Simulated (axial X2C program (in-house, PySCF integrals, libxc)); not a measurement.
# Relativistic diatomic calculation for TiCl

System: TiCl, single determinant with Ω = 3/2.
Method: B3LYP, two-component X2C with atomic mean-field Coulomb and Gaunt terms, Ti dyall-v3z, Cl dyall-v3z (cores contracted) (axial X2C program (in-house, PySCF integrals, libxc)).

Input:
```
{"zs": [22, 17], "q": 0, "bas": ["dyall-v3z", "dyall-v3z"], "levels": ["PBE0", "HF", "BLYP", "B3LYP"], "cc": false, "r0": 2.35, "npts": 10, "nst": 2, "ntry": 6, "opt": {"ecut": 1.0}}
```

The line is the task of a batch: nuclear charges, charge, bases, the levels to run, a first guess of the distance and further settings. This report covers B3LYP with spin-orbit coupling. The log is that of the reference distance 2.255 Å.

The run was one of a batch that the task file lists, launched with:
```bash
python <driver script> task.json out
```

Log:
```
two-component X2C + atomic mean field  B3LYP
basis functions 155  fitting functions 936  grid points 5081
iter        total energy     max residual
   1      -1315.251649307     2.15e-02
   2      -1315.253202526     2.19e-03
   3      -1315.253182488     3.38e-03
   4      -1315.253235298     1.51e-03
   5      -1315.253249132     1.40e-04
   6      -1315.253249671     1.17e-04
   7      -1315.253250005     4.15e-05
   8      -1315.253250063     1.44e-05
   9      -1315.253250082     9.89e-06
  10      -1315.253250085     3.93e-06
  11      -1315.253250085     2.45e-06
converged
one-electron -1982.91294928  Coulomb 651.04798570  exact exchange -13.82399424  xc functional -57.06246299  nuclear repulsion 87.76597645  atomic mean-field constant -0.26780573
```

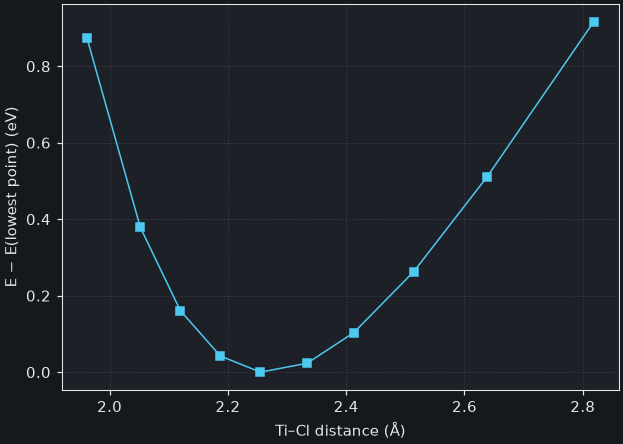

*Energy at 10 bond lengths, for one set of occupations held fixed; the line joins the points.*

A polynomial of degree 6 through 9 points gives rₑ = 2.267 Å, ωₑ = 401.8 cm⁻¹, ωₑxₑ = 1.5 cm⁻¹ and Bₑ = 0.1621 cm⁻¹. The minimum lies 4.29 eV below Ti + Cl, each computed as one determinant at the same level.

What the run reported:

| quantity | value |
| --- | --- |
| outcome | converged |
| bond length rₑ | 2.267 Å |
| ωₑ | 401.8 cm⁻¹ |
| energy at the minimum | −1315.25329 hartree |
| depth below the fragments | 4.29 eV |
| hardware | 1 CPU thread, shared host |
| wall time | 9.6 s |

What is odd here:

One thing in this input was made odd on purpose: few virtuals (ecut = 1.0). The program ran to the end. Its numbers are those of the input as typed; this run alone doesn't show how far the oddity moves them.
